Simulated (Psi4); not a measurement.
# U-revB3LYP/jun-cc-pVTZ (density fitting) run of SiH3SO (SMILES O[SiH2][S])

Aim: the vertical doublet–quartet gap of SiH3SO at U-revB3LYP/jun-cc-pVTZ (density fitting), from 2 runs. Input form: a QCSchema input.

The results are computed with Psi4 1.11.

3 further runs of the same task are left out: 2 that didn't finish, 1 set aside as unsound or not needed.

**1. The structure to begin with**

SiH3SO has 6 atoms, charge 0, and is taken as a doublet. SMILES: `O[SiH2][S]`. The shape is that of a PBE0-D4/def2-TZVP optimisation. This is one conformer, not always the lowest.

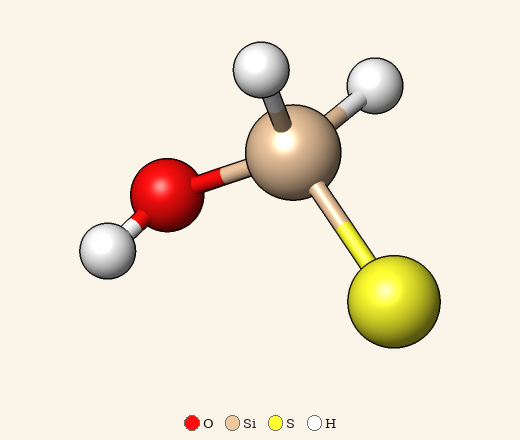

Viewed from a chosen angle; oxygen red, silicon light orange, sulfur yellow, hydrogen white.

**2. A single-point energy at U-revB3LYP/jun-cc-pVTZ (density fitting)**

Input file job.json:

```json
{
  "schema_name": "qcschema_input",
  "schema_version": 1,
  "molecule": {
    "schema_name": "qcschema_molecule",
    "schema_version": 2,
    "symbols": ["O", "Si", "S", "H", "H", "H"],
    "geometry": [-0.95657936, -2.36744889, 0.13530439, 0.50512379, 0.35640235, 0.33561536, -1.63140056, 3.55098436, -0.75607942, -1.83360126, -2.7448272, -1.40444446, 2.70986726, 0.52609975, -1.40992466, 1.2861476, 0.55784715, 3.01203447],
    "molecular_charge": 0,
    "molecular_multiplicity": 2,
    "fix_symmetry": "c1"
  },
  "driver": "energy",
  "model": {
    "method": "revb3lyp",
    "basis": "jun-cc-pVTZ"
  },
  "keywords": {
    "reference": "uks",
    "scf_type": "mem_df"
  }
}
```

Started as:

```sh
$ psi4 --qcschema job.json -n 1 --memory 1600MB
```

stdout:

```text
[...]
  Running in c1 symmetry.
[...]
  Nuclear repulsion =  143.416104003592295
[...]
  Multiplicity = 2
[...]
  Nalpha       = 21
  Nbeta        = 20
[...]
    Number of basis functions: 167
[...]
   @DF-UKS iter   1:  -764.31702431003873   -2.64248e-01   4.82982e-03 DIIS/ADIIS
[...]
   @DF-UKS iter  13:  -764.55039363981552   -8.78362e-07   5.56225e-07 DIIS
[...]
   @S^2 Observed:                7.539789318E-01
[...]
    Orbital Energies [Eh]
    ---------------------
    Alpha Occupied:
       1A    -88.888722     2A    -66.156650     3A    -19.137959
       4A     -7.959256     5A     -5.931867     6A     -5.919359
       7A     -5.915219     8A     -5.315604     9A     -3.676398
      10A     -3.675352    11A     -3.674286    12A     -1.024493
      13A     -0.729874    14A     -0.577478    15A     -0.476421
      16A     -0.406260    17A     -0.395917    18A     -0.355483
      19A     -0.327376    20A     -0.307037    21A     -0.281812
    Alpha Virtual:
      22A     -0.019895    23A      0.000675    24A      0.007035
      25A      0.021952    26A      0.030635    27A      0.042285
[...]
  @DF-UKS Final Energy:  -764.55039363981552
   => Energetics <=
    Nuclear Repulsion Energy =            143.4161040035922952
    One-Electron Energy =               -1342.0458526242396147
    Two-Electron Energy =                 479.2207952086298519
    DFT Exchange-Correlation Energy =     -45.1414402277981210
    Empirical Dispersion Energy =           0.0000000000000000
    VV10 Nonlocal Energy =                  0.0000000000000000
    Total Energy =                       -764.5503936398155247
[...]
 Multipole Moments:
 ------------------------------------------------------------------------------------
     Multipole            Electronic (a.u.)      Nuclear  (a.u.)        Total (a.u.)
 ------------------------------------------------------------------------------------
 L = 1.  Multiply by 2.5417464519 to convert [e a0] to [Debye]
 Dipole X            :         -1.9691935            2.0354972            0.0663038
 Dipole Y            :          2.1475427           -2.3884804           -0.2409377
 Dipole Z            :         -0.6536355            0.3302123           -0.3234232
 Magnitude           :                                                    0.4087171
[...]
```

The result, in JSON:

```text
{
 "driver": "energy",
 "model": {
  "method": "revb3lyp",
  "basis": "jun-cc-pVTZ"
 },
 "success": true,
 "return_result": -764.5503936398155,
 "properties": {
  "calcinfo_nbasis": 167,
  "calcinfo_nmo": 167,
  "calcinfo_nalpha": 21,
  "calcinfo_nbeta": 20,
  "calcinfo_natom": 6,
  "nuclear_repulsion_energy": 143.4161040035923,
  "return_energy": -764.5503936398155,
  "scf_one_electron_energy": -1342.0458526242396,
  "scf_two_electron_energy": 479.22079520862985,
  "scf_xc_energy": -45.14144022779812,
  "scf_dipole_moment": [0.06630375409853562, -0.24093767943283284, -0.32342317517501207],
  "scf_total_energy": -764.5503936398155,
  "scf_iterations": 13
 }
}
```

Run time: 33 s. Hardware: 1 thread of Intel Xeon Platinum 8259CL at 2.50GHz (Skylake/Cascade Lake), shared host; peak memory 0.95 GiB.

**3. The quartet at the same level**

job.json, as its differences from that of step 2:

```diff
@@ -9,3 +9,3 @@
     "molecular_charge": 0,
-    "molecular_multiplicity": 2,
+    "molecular_multiplicity": 4,
     "fix_symmetry": "c1"
```

Started as:

```sh
$ psi4 --qcschema job.json -n 1 --memory 1600MB
```

stdout:

```text
[...]
  Running in c1 symmetry.
[...]
  Nuclear repulsion =  143.416104003592295
[...]
  Multiplicity = 4
[...]
  Nalpha       = 22
  Nbeta        = 19
[...]
    Number of basis functions: 167
[...]
   @DF-UKS iter   1:  -763.98537224477343    6.74043e-02   5.39045e-03 DIIS/ADIIS
[...]
   @DF-UKS iter  14:  -764.32989002501245   -3.49364e-07   5.89668e-07 DIIS
[...]
   @S^2 Observed:                3.756421073E+00
[...]
    Orbital Energies [Eh]
    ---------------------
    Alpha Occupied:
       1A    -89.009308     2A    -66.169584     3A    -19.141176
       4A     -8.076396     5A     -6.045983     6A     -6.043671
       7A     -6.032193     8A     -5.329326     9A     -3.691577
      10A     -3.688390    11A     -3.687548    12A     -1.028610
      13A     -0.832028    14A     -0.591549    15A     -0.506117
      16A     -0.438401    17A     -0.435348    18A     -0.404812
      19A     -0.390931    20A     -0.372640    21A     -0.344323
      22A     -0.078253
    Alpha Virtual:
      23A     -0.028096    24A     -0.016179    25A      0.001699
[...]
  @DF-UKS Final Energy:  -764.32989002501245
   => Energetics <=
    Nuclear Repulsion Energy =            143.4161040035922952
    One-Electron Energy =               -1339.9947934040123982
    Two-Electron Energy =                 477.2994856175777159
    DFT Exchange-Correlation Energy =     -45.0506862421701513
    Empirical Dispersion Energy =           0.0000000000000000
    VV10 Nonlocal Energy =                  0.0000000000000000
    Total Energy =                       -764.3298900250124461
[...]
 Multipole Moments:
 ------------------------------------------------------------------------------------
     Multipole            Electronic (a.u.)      Nuclear  (a.u.)        Total (a.u.)
 ------------------------------------------------------------------------------------
 L = 1.  Multiply by 2.5417464519 to convert [e a0] to [Debye]
 Dipole X            :         -2.0622938            2.0354972           -0.0267966
 Dipole Y            :          3.6756527           -2.3884804            1.2871723
 Dipole Z            :         -0.2387401            0.3302123            0.0914723
 Magnitude           :                                                    1.2906966
[...]
```

The result, in JSON:

```text
{
 "driver": "energy",
 "model": {
  "method": "revb3lyp",
  "basis": "jun-cc-pVTZ"
 },
 "success": true,
 "return_result": -764.3298900250124,
 "properties": {
  "calcinfo_nbasis": 167,
  "calcinfo_nmo": 167,
  "calcinfo_nalpha": 22,
  "calcinfo_nbeta": 19,
  "calcinfo_natom": 6,
  "nuclear_repulsion_energy": 143.4161040035923,
  "return_energy": -764.3298900250124,
  "scf_one_electron_energy": -1339.9947934040124,
  "scf_two_electron_energy": 477.2994856175777,
  "scf_xc_energy": -45.05068624217015,
  "scf_dipole_moment": [-0.026796578220487532, 1.28717231217313, 0.09147225155446992],
  "scf_total_energy": -764.3298900250124,
  "scf_iterations": 14
 }
}
```

It took 34 s on 1 thread of Intel Xeon Platinum 8259CL at 2.50GHz (Skylake/Cascade Lake), shared host; peak memory 0.95 GiB.

**4. Outcome**

Level: U-revB3LYP/jun-cc-pVTZ (density fitting).

| quantity | value |
| --- | --- |
| doublet: total energy | -764.55039 Eh |
| doublet: dipole moment | 1.04 D |
| doublet: HOMO energy (highest over α and β) | -7.35 eV |
| doublet: LUMO energy (lowest over α and β) | -5.02 eV |
| doublet: ⟨S²⟩ | 0.754 |
| quartet: total energy | -764.32989 Eh |
| quartet: dipole moment | 3.28 D |
| quartet: HOMO energy (highest over α and β) | -2.13 eV |
| quartet: ⟨S²⟩ | 3.756 |
| vertical energy of the quartet above the doublet | 6.000 eV |

At this shape the quartet lies 6.00 eV (138 kcal/mol) above the doublet.
